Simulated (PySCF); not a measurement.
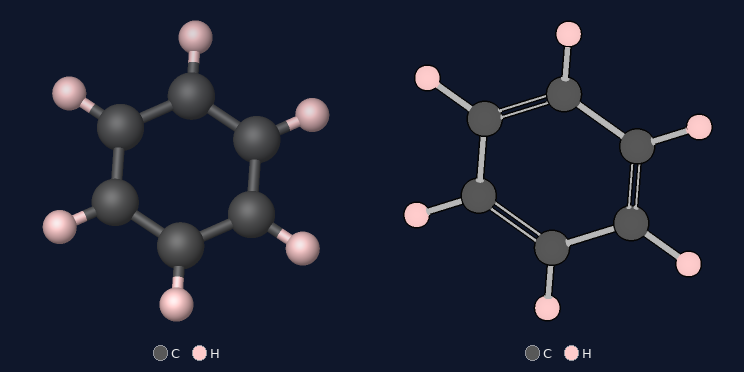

Both panels show the same species.

The computed structure is the end point of a PBE0-D3(BJ)/def2-SVP optimisation. No frequency run is at hand to confirm it as a minimum.

> Which formula does it have?

C6H6, 12 atoms: 6 carbon and 6 hydrogen.

> How many sets of symmetry-equivalent atoms are there?

2: 6 C, 6 H.

> Does it have rings?

Independent rings (smallest set): 1 of 6 members, 1 of them aromatic.

> What is its SMILES?

c1ccccc1

> Which point group does it belong to?

D6h.

More results for the same structure follow; atom numbers are the same in all pictures, views and colours differ.

Electronic properties

No frequency run is at hand to confirm it as a minimum. Method: B3LYP/pcJ-1, gas phase (PySCF 2.14.0).

Predict the main results.

- HOMO energy (Kohn–Sham orbital): −7.07 eV
- LUMO energy (Kohn–Sham orbital): −0.38 eV
- HOMO–LUMO gap: 6.70 eV

Charges

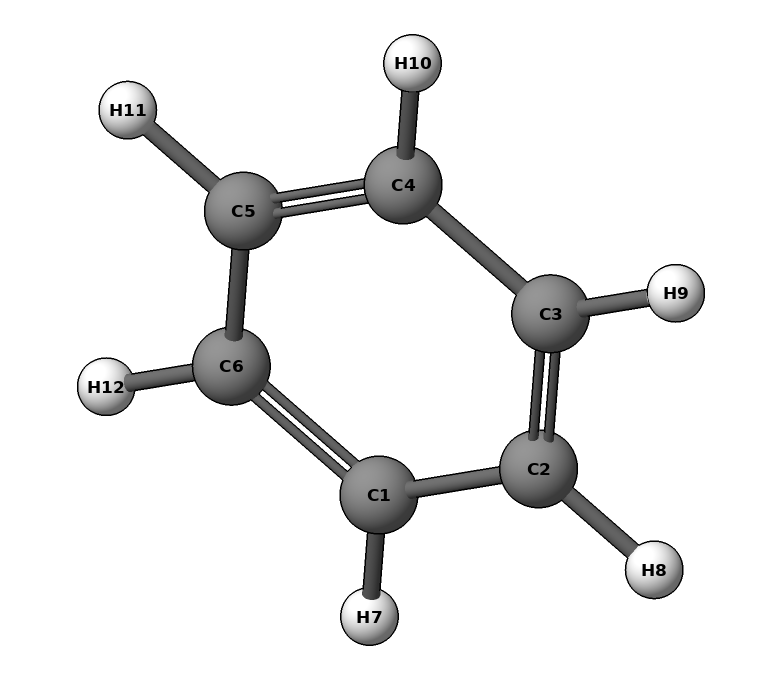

The questions are on Mulliken charges. No frequency run is at hand to confirm it as a minimum. Level of theory: PBE0/pcSseg-1, gas phase (PySCF 2.14.0).

List the Mulliken charges.

```
atom  value (e)
  C1      −0.10
  C2      −0.10
  C3      −0.10
  C4      −0.10
  C5      −0.10
  C6      −0.10
  H7       0.10
  H8       0.10
  H9       0.10
 H10       0.10
 H11       0.10
 H12       0.10
```

Bond orders

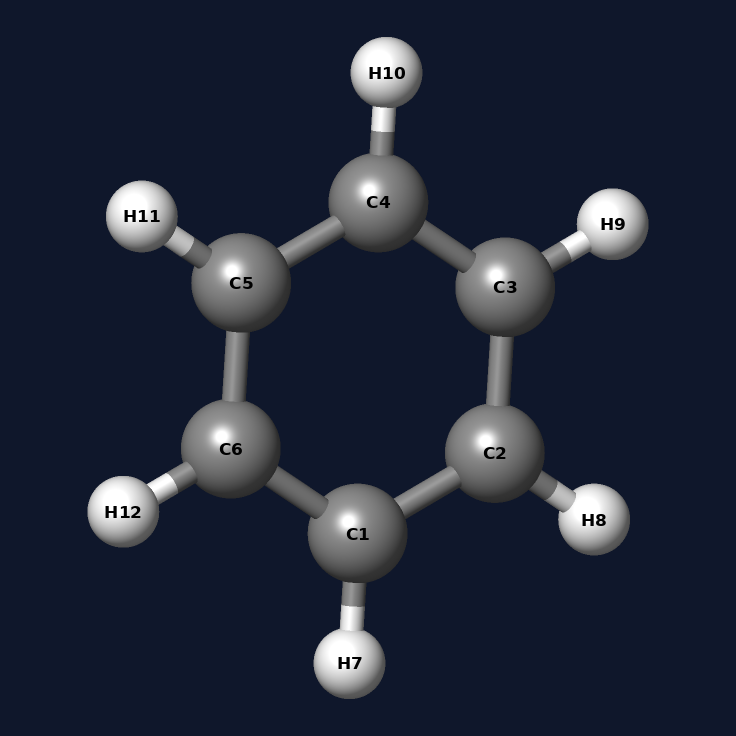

Every bond is drawn as one stick. No frequency run is at hand to confirm it as a minimum. Level of theory: PBE0/pcSseg-1 (PySCF 2.14.0).

List the Mayer bond orders of C1–C2, C1–H7 (one bond of each equivalent set).

```
 bond  Mayer order  length (Å)
C1–C2         1.43       1.395
C1–H7         0.97       1.093
```

Mulliken values depend strongly on the basis set and can even reverse the polarity of a bond.
